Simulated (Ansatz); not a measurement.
**Run report: BNH4F, geometry relaxation (part 1 of 2)**

- system: BNH4F, multiplicity 2
- method: UKS PBE/def2-SVP (Ansatz 0.2.0)

It belongs to a series of runs on one base structure; here: end point A relaxed. Figures and captions count atoms from 1; the log counts them from 0 in places.

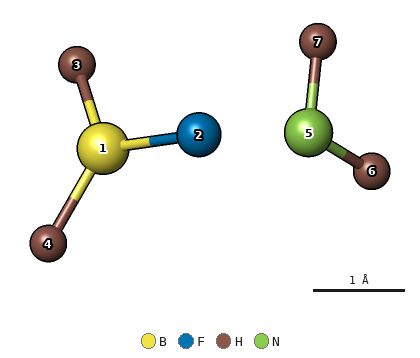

*The starting structure (ball-and-stick view, seen at a tilt; atoms are numbered from 1 in the order of the input).*

Bond lengths as drawn: B–F 1.33 Å, B–H 1.22 Å and H–N 1.05 Å.

## Input file
```yaml
crystal:
  periodic: [false, false, false]
  atoms:
    - { symbol: B, position_ang: [0.032504, -0.025073, -0.055033] }
    - { symbol: F, position_ang: [0.119946, -0.195464, 1.257422] }
    - { symbol: H, position_ang: [1.074301, 0.117391, -0.669803] }
    - { symbol: H, position_ang: [-1.077096, -0.028498, -0.554896] }
    - { symbol: "N", position_ang: [-0.399164, 0.32558, 3.639144] }
    - { symbol: H, position_ang: [-0.377788, -0.719446, 3.631976] }
    - { symbol: H, position_ang: [0.627298, 0.52551, 3.641189] }
magnetization:
  spin_polarized: true
  initial_magnetization: 1
basis:
  gaussian: { orbitals: def2-SVP }
hamiltonian:
  xc: pbe
relax:
  f_tol: 0.03
  max_steps: 50
output:
  orbitals: {}
```

Hardware: 1 thread of Arm Neoverse V2, 24 GiB of memory available, shared host.

Launched with:
```bash
ansatz run input.yaml --threads 1 --pin off --max-ram 2048MiB --backend cpu --events-out ev --progress --plain --runs-dir out
```

## What the program printed
```
The last accepted step is kept in [file] (removed where the run ends without a failure and the disk answers)
Engine: ansatz 0.2.0, aarch64-unknown-linux-gnu
Functional definition: PBE
  parameter kappa = 0.804
  parameter beta = 0.06672455060314922
  exchange = pbe_x(kappa = kappa, mu = beta*pi^2/3)
  correlation = pbe_c(beta = beta)
706 factors; their error is unknown
mean field evaluation 1: about -4933.3551 eV, gradient 2.9e1 eV
mean field evaluation 2: about -4928.7665 eV, gradient 4.3e1 eV
mean field evaluation 4: about -4937.0917 eV, gradient 3.6e0 eV
mean field evaluation 8: about -4937.1351 eV, gradient 2.4e-2 eV
mean field evaluation 16: about -4937.1028 eV, gradient 5.4e-5 eV
mean field -4937.10284747 eV, -181.4351831561 hartree, gradient 5.4e-5 eV, S^2 0.752503; 0 other end points of the search recorded, 0 dependent functions left out
the calculation of the forces begins
reference -4937.10288057 eV, -181.4351843726 hartree; 13, 12 occupied and 49, 50 virtual orbitals, 706 factors
relax step   1: F+E_penalty+E_count = -4937.10284747 eV  Δ(F+E_penalty+E_count) = +0.000e0 eV  max|allowed force component| = 3.195e-1 eV/Å  Δτ_max = 0.0000 Å  (27 SCF iters, accepted)
these checks for a lower state are left out or cut short: starts, cluster_reference, orbital_swaps, neighbouring_geometries, increment
706 factors; their error is unknown
mean field -4937.14621806 eV, -181.4367769957 hartree, gradient 1.1e-5 eV, S^2 0.752564; 0 other end points of the search recorded, 0 dependent functions left out
[... from here on the field's lines of each further geometry are left out, up to the last ...]
relax step   2: F+E_penalty+E_count = -4937.14621806 eV  Δ(F+E_penalty+E_count) = -4.337e-2 eV  max|allowed force component| = 5.128e-1 eV/Å  Δτ_max = 0.1972 Å  (36 SCF iters, accepted)
relax step   3: F+E_penalty+E_count = -4937.10527275 eV  Δ(F+E_penalty+E_count) = +4.095e-2 eV  max|allowed force component| = 9.333e-1 eV/Å  Δτ_max = 0.1608 Å  (35 SCF iters, rejected (line search))
relax step   4: F+E_penalty+E_count = -4937.15572819 eV  Δ(F+E_penalty+E_count) = -9.510e-3 eV  max|allowed force component| = 3.455e-1 eV/Å  Δτ_max = 0.0724 Å  (30 SCF iters, accepted)
relax step   5: F+E_penalty+E_count = -4937.15708629 eV  Δ(F+E_penalty+E_count) = -1.358e-3 eV  max|allowed force component| = 4.160e-1 eV/Å  Δτ_max = 0.0983 Å  (29 SCF iters, accepted)
relax step   6: F+E_penalty+E_count = -4937.16662493 eV  Δ(F+E_penalty+E_count) = -9.539e-3 eV  max|allowed force component| = 1.535e-1 eV/Å  Δτ_max = 0.1500 Å  (35 SCF iters, accepted)
relax step   7: F+E_penalty+E_count = -4937.16725883 eV  Δ(F+E_penalty+E_count) = -6.339e-4 eV  max|allowed force component| = 1.443e-1 eV/Å  Δτ_max = 0.0314 Å  (31 SCF iters, accepted)
relax step   8: F+E_penalty+E_count = -4937.16697362 eV  Δ(F+E_penalty+E_count) = +2.852e-4 eV  max|allowed force component| = 2.542e-1 eV/Å  Δτ_max = 0.0808 Å  (31 SCF iters, rejected (line search))
relax step   9: F+E_penalty+E_count = -4937.16829930 eV  Δ(F+E_penalty+E_count) = -1.040e-3 eV  max|allowed force component| = 6.676e-2 eV/Å  Δτ_max = 0.0404 Å  (31 SCF iters, accepted)
relax step  10: F+E_penalty+E_count = -4937.16432025 eV  Δ(F+E_penalty+E_count) = +3.979e-3 eV  max|allowed force component| = 5.008e-1 eV/Å  Δτ_max = 0.0976 Å  (30 SCF iters, rejected (line search))
relax step  11: F+E_penalty+E_count = -4937.16908100 eV  Δ(F+E_penalty+E_count) = -7.817e-4 eV  max|allowed force component| = 2.273e-2 eV/Å  Δτ_max = 0.0487 Å  (31 SCF iters, accepted)
relax step  12: F+E_penalty+E_count = -4937.16849649 eV  Δ(F+E_penalty+E_count) = +5.845e-4 eV  max|allowed force component| = 1.439e-1 eV/Å  Δτ_max = 0.0478 Å  (30 SCF iters, rejected (line search))
relax step  13: F+E_penalty+E_count = -4937.16928645 eV  Δ(F+E_penalty+E_count) = -2.054e-4 eV  max|allowed force component| = 4.265e-2 eV/Å  Δτ_max = 0.0237 Å  (31 SCF iters, accepted)
relax step  14: F+E_penalty+E_count = -4937.16962526 eV  Δ(F+E_penalty+E_count) = -3.388e-4 eV  max|allowed force component| = 3.954e-2 eV/Å  Δτ_max = 0.0241 Å  (31 SCF iters, accepted)
relax step  15: F+E_penalty+E_count = -4937.16975349 eV  Δ(F+E_penalty+E_count) = -1.282e-4 eV  max|allowed force component| = 2.651e-2 eV/Å  Δτ_max = 0.0108 Å  (30 SCF iters, accepted)
relax step  16: F+E_penalty+E_count = -4937.16962934 eV  Δ(F+E_penalty+E_count) = +1.242e-4 eV  max|allowed force component| = 1.735e-1 eV/Å  Δτ_max = 0.0549 Å  (31 SCF iters, rejected (line search))
relax step  17: F+E_penalty+E_count = -4937.17001797 eV  Δ(F+E_penalty+E_count) = -2.645e-4 eV  max|allowed force component| = 4.746e-2 eV/Å  Δτ_max = 0.0267 Å  (31 SCF iters, accepted)
relax step  18: F+E_penalty+E_count = -4937.17021821 eV  Δ(F+E_penalty+E_count) = -2.002e-4 eV  max|allowed force component| = 6.610e-2 eV/Å  Δτ_max = 0.0280 Å  (31 SCF iters, accepted)
relax step  19: F+E_penalty+E_count = -4937.16995912 eV  Δ(F+E_penalty+E_count) = +2.591e-4 eV  max|allowed force component| = 1.014e-1 eV/Å  Δτ_max = 0.0320 Å  (30 SCF iters, rejected (line search))
relax step  20: F+E_penalty+E_count = -4937.17050567 eV  Δ(F+E_penalty+E_count) = -2.875e-4 eV  max|allowed force component| = 2.828e-2 eV/Å  Δτ_max = 0.0160 Å  (30 SCF iters, accepted)
the calculation of the forces begins
reference -4937.17075972 eV, -181.4376788852 hartree; 13, 12 occupied and 49, 50 virtual orbitals, 706 factors
relax step  21: F+E_penalty+E_count = -4937.17072694 eV  Δ(F+E_penalty+E_count) = -2.213e-4 eV  max|allowed force component| = 1.862e-2 eV/Å  Δτ_max = 0.0203 Å  (30 SCF iters, accepted)
706 factors; their error is unknown
mean field evaluation 160: about -4937.2045 eV, gradient 1.0e-1 eV
```

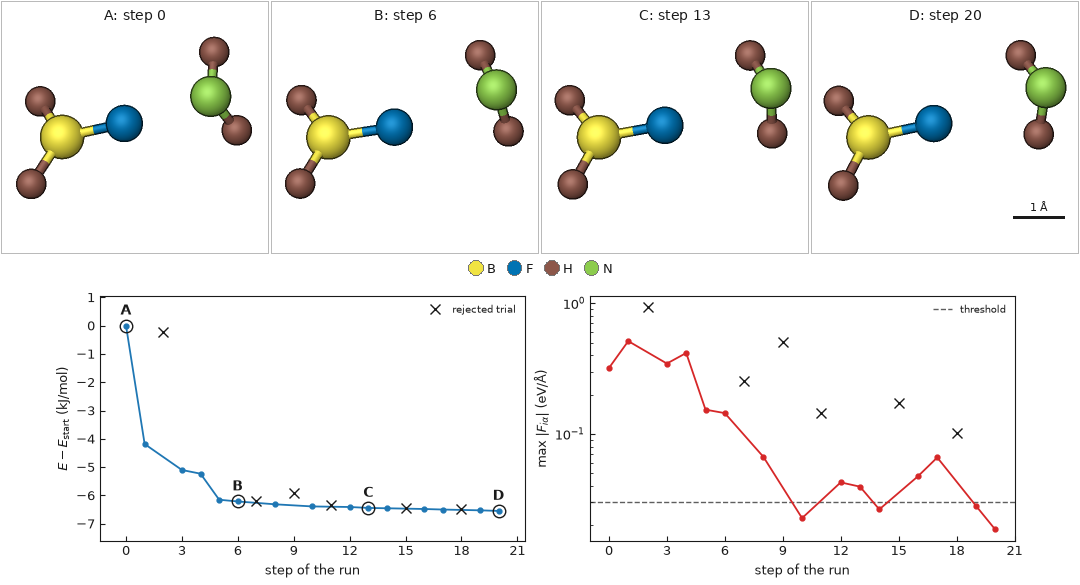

*Frames of the relaxation (ball-and-stick view, seen at a tilt) above the curves, on which the letters mark them (the first geometry is step 0 here and step 1 in the log).*

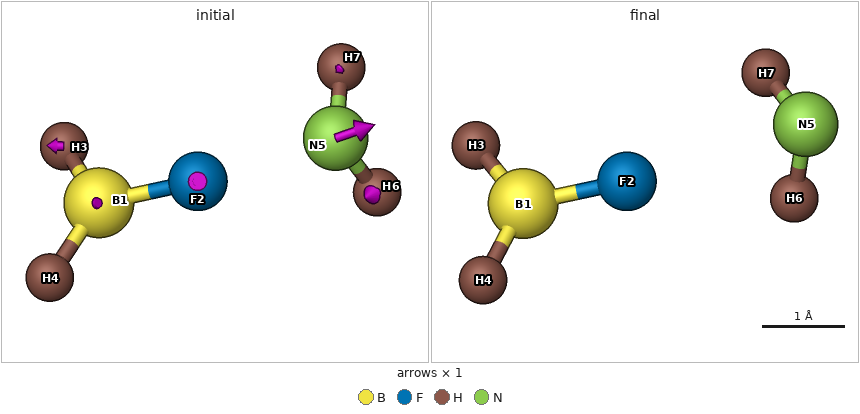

*Before (left) and after (right) the relaxation, at one scale (ball-and-stick view, seen at a tilt). The pink arrows give the displacements, at true length.*

The atom that moves furthest after the best rigid fit is N5 (0.54 Å). Largest moves by element: N 0.54 Å, H 0.31 Å, F 0.30 Å, B 0.12 Å. Among the contacts that change: B1–F2 1.326 → 1.331 Å. The energy falls by 6.55 kJ/mol in 20 geometry steps. Largest force component: 0.32 eV/Å at the start, 0.019 eV/Å at the end. The line search rejected the trial steps at points 2, 7, 9, 11, 15, 18 (counted from 0) and went back. (Atoms are counted from 1 in the order of the input.)

```
mean field -4937.17072694 eV, -181.4376776806 hartree, gradient 1.6e-5 eV, S^2 0.752511; 1 other end points of the search recorded, 0 dependent functions left out
the calculation of the forces begins
reference -4937.17075972 eV, -181.4376788852 hartree; 13, 12 occupied and 49, 50 virtual orbitals, 706 factors
Total energy: -4937.17075972 eV, -181.4376788852 hartree
Atom 0 at     0.077395    -0.053041    -0.160911 Å, force    -0.010429     0.018617    -0.004312 eV/Å
Atom 1 at     0.315374    -0.362584     1.111817 Å, force     0.003032    -0.004761     0.010768 eV/Å
Atom 2 at     1.033951     0.238659    -0.853859 Å, force     0.004896    -0.005702    -0.004698 eV/Å
Atom 3 at    -1.079223    -0.080211    -0.538134 Å, force     0.002269    -0.007641    -0.002769 eV/Å
Atom 4 at    -0.274896     0.266561     4.157824 Å, force    -0.002750    -0.008183     0.001755 eV/Å
Atom 5 at    -0.627688    -0.541674     3.594364 Å, force     0.003098     0.009156     0.001154 eV/Å
Atom 6 at     0.555087     0.532290     3.578899 Å, force    -0.000116    -0.001486    -0.001897 eV/Å
Dipole moment:     0.121763    -0.136075    -0.462227 e Å
```

## Trajectory as extended XYZ (Å, eV, eV/Å), 21 frames, from step=1 to step=21
```
7
Properties=species:S:1:pos:R:3:forces:R:3 step=1 energy=-4937.10285
B     0.0325   -0.0251   -0.0550   -0.0228   0.0353  -0.1661
F     0.1199   -0.1955    1.2574    0.1056  -0.1176  -0.1553
H     1.0743    0.1174   -0.6698   -0.0016   0.0058  -0.0049
H    -1.0771   -0.0285   -0.5549    0.0023  -0.0013   0.0066
N    -0.3992    0.3256    3.6391   -0.0768   0.0804   0.3195
H    -0.3778   -0.7194    3.6320   -0.0054   0.0029   0.0062
H     0.6273    0.5255    3.6412   -0.0012  -0.0055  -0.0060
7
Properties=species:S:1:pos:R:3:forces:R:3 step=2 energy=-4937.14622
B     0.0416   -0.0098   -0.1225    0.0509  -0.3890   0.0011
F     0.1590   -0.2817    1.1764   -0.0040   0.0937  -0.1045
H     1.0745    0.1371   -0.7507   -0.0181   0.1419   0.0074
H    -1.0756   -0.0227   -0.6048   -0.0075   0.1327   0.0375
N    -0.4136    0.3432    3.8350    0.5128  -0.2045  -0.0709
H    -0.4008   -0.7012    3.6940   -0.0707   0.2516   0.0444
H     0.6148    0.5351    3.6626   -0.4635  -0.0265   0.0850
7
Properties=species:S:1:pos:R:3:forces:R:3 step=3 energy=-4937.10527 accepted=F
B     0.0532   -0.0839   -0.1926    0.0445   0.8027   0.6682
F     0.1778   -0.1883    1.1433   -0.0539  -0.2197  -0.6012
H     1.0777    0.1419   -0.8157   -0.0487  -0.2977  -0.0498
H    -1.0776   -0.0300   -0.6449    0.0686  -0.2946  -0.0227
N    -0.4051    0.3351    3.9955    0.9334  -0.5979  -0.4720
H    -0.4326   -0.6941    3.7162   -0.1345   0.6040   0.2027
H     0.6066    0.5194    3.6881   -0.8093   0.0032   0.2749
7
Properties=species:S:1:pos:R:3:forces:R:3 step=4 energy=-4937.15573
B     0.0441   -0.0206   -0.1696    0.0390  -0.2364   0.0463
F     0.1662   -0.2870    1.1292   -0.0066   0.0537  -0.0631
H     1.0736    0.1441   -0.7982   -0.0106   0.0892  -0.0114
H    -1.0764   -0.0196   -0.6435   -0.0071   0.0797   0.0176
N    -0.4162    0.3478    3.8716    0.3455  -0.1542  -0.0323
H    -0.4047   -0.6983    3.7663   -0.0636   0.1666   0.0104
H     0.6135    0.5336    3.7342   -0.2965   0.0014   0.0325
7
Properties=species:S:1:pos:R:3:forces:R:3 step=5 energy=-4937.15709
B     0.0496   -0.0441   -0.1895    0.0303   0.1038   0.1457
F     0.1767   -0.2669    1.1186   -0.0152  -0.0331  -0.1086
H     1.0746    0.1459   -0.8189   -0.0182  -0.0359  -0.0275
H    -1.0759   -0.0235   -0.6519    0.0117  -0.0418  -0.0022
N    -0.4062    0.3428    3.9692    0.4160  -0.3581  -0.1842
H    -0.4227   -0.6893    3.7400   -0.0786   0.3508   0.0868
H     0.6038    0.5350    3.7224   -0.3461   0.0142   0.0901
7
Properties=species:S:1:pos:R:3:forces:R:3 step=6 energy=-4937.16662
B     0.0643   -0.0382   -0.1605    0.0282  -0.0593   0.1535
F     0.2382   -0.3708    1.1200   -0.0222   0.0324  -0.1303
H     1.0606    0.2094   -0.8105    0.0380   0.0199  -0.0254
H    -1.0725   -0.0144   -0.5881   -0.0395   0.0028   0.0055
N    -0.3718    0.3504    3.9977   -0.0079  -0.0138   0.0067
H    -0.4886   -0.6611    3.7546    0.0023   0.0241  -0.0059
H     0.5698    0.5247    3.5767    0.0011  -0.0062  -0.0041
```
